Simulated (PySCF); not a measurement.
# C2H9FNOSi2 (SMILES [O]C(F)(C[SiH3])N[SiH3]) (doublet): what the fields show

The calculation's input:

```
{"job": {"kind": "epr"}, "charge": 0, "multiplicity": 2}
C      0.021486     0.003121    -0.291835
N     -1.416306    -0.017833    -0.408318
Si    -2.334093     1.445470    -0.817252
C      0.624280    -0.996921     0.670913
Si     2.503647    -0.823900     0.876961
F      0.319742     1.283757     0.181501
O      0.372227    -0.139814    -1.560377
H     -1.787381    -0.932340    -0.647489
H     -3.670955     0.920129    -1.219748
H     -1.728149     2.219547    -1.932871
H     -2.477547     2.308148     0.386994
H      0.401826    -2.010952     0.303952
H      0.147251    -0.876923     1.656487
H      2.841159     0.386935     1.678677
H      3.170495    -0.745794    -0.455292
H      3.000968    -2.034058     1.599913
```

Command:

```sh
OMP_NUM_THREADS=1 python cluster_run.py task.json out
```

Geometry: PBE0-D3(BJ)/def2-SVP.

Computed with UKS B3LYP, IGLO-III on C F N O Si, pcH-1 on H, non-relativistic, mean-field spin-orbit, GIAO (PySCF 2.14.0, density-fitted response routines).

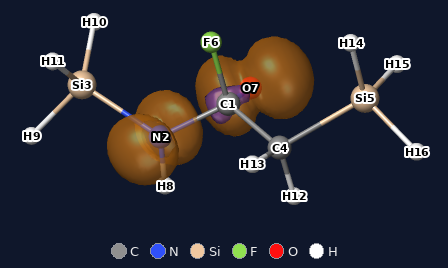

Figure 1. Isosurfaces of the spin density (α minus β) at +0.03 (orange) and −0.03 e/Å³ (purple), seen at a tilt.

**Which atoms carry the spin?**

The unpaired spin (1 electron) lies mostly on O7 (about 0.6) and N2 (about 0.3), in electrons by Hirshfeld's partition.

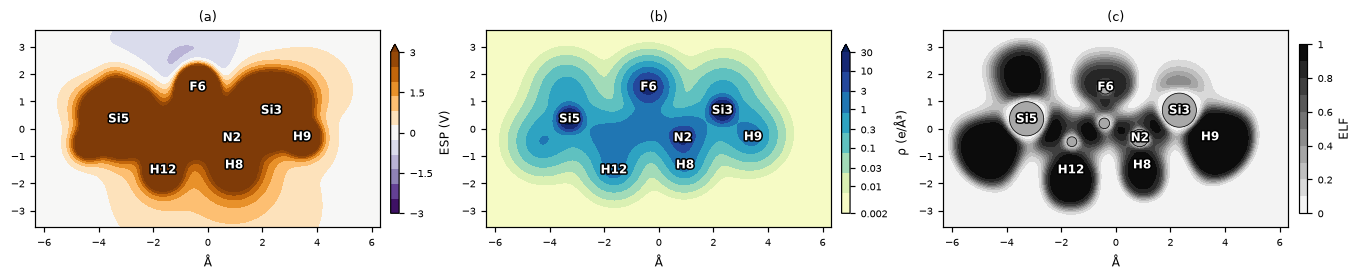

Figure 2. (a) electrostatic potential; (b) total electron density; (c) ELF on the plane of atoms N2, Si3 and H9. Grey discs cover the atomic cores in the ELF map.

**Read the bonding off the picture.**

The plane passes through N, Si, F and H nuclei. Si–N (1.78 Å): ρ at the midpoint is about 0.99 e/Å³; the ELF peaks at about 0.95 between the atoms (a polar covalent bond). N–H (1.02 Å): the density is about 2.9 e/Å³ at the midpoint; the ELF climbs to about 1 towards the hydrogen, as it does in any bond to H; a covalent bond by its length. The ELF also peaks beside F6, away from the bonds: non-bonding electrons, paired or unpaired. Outside the dense part of the molecule the potential is most negative (−0.9 V) near F6.

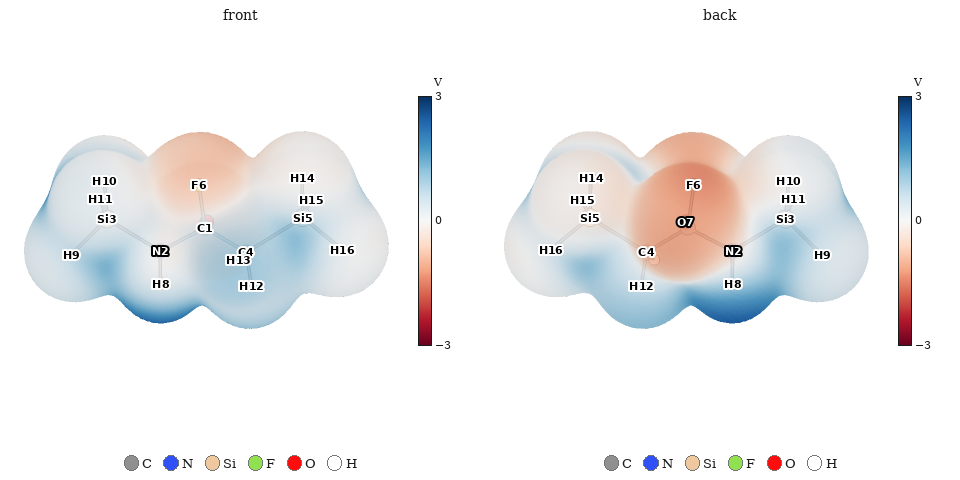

Figure 3. The molecular electrostatic potential painted on the density surface at 0.002 e/bohr³, seen from the front and from behind; red is negative and blue positive.

**Describe the electrostatic potential map.**

The most negative region (about −1.4 V, or −32 kcal/mol for a unit charge) lies over O7, the most positive (about +2.4 V, or +55 kcal/mol for a unit charge) over H8. O7 is the likeliest acceptor of a hydrogen bond.
